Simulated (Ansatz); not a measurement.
**A computed series for AlN: response to strain**

Start from AlN in the wurtzite structure (space group P6_3mc, No. 186; a = 3.1303 Å, c = 5.0180 Å). Axes: x lies along a and z along c of the hexagonal cell.

Strains are applied to the cell and any free atomic positions relax; under biaxial strain the out-of-plane vector relaxes too.

All numbers come from PBE (Ansatz, a program for electronic structure, PAW, scalar-relativistic without spin-orbit coupling).

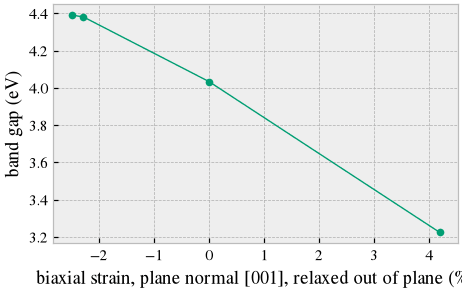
Figure. Band gap against biaxial strain, plane normal [001], relaxed out of plane

```json
[
 {"biaxial strain, plane normal [001], relaxed out of plane (%)": "-2.49", "band gap": "4.39 eV"},
 {"biaxial strain, plane normal [001], relaxed out of plane (%)": "-2.28", "band gap": "4.38 eV"},
 {"biaxial strain, plane normal [001], relaxed out of plane (%)": "4.19", "band gap": "3.22 eV"}
]
```

Whether these cells are dynamically stable was not tested.
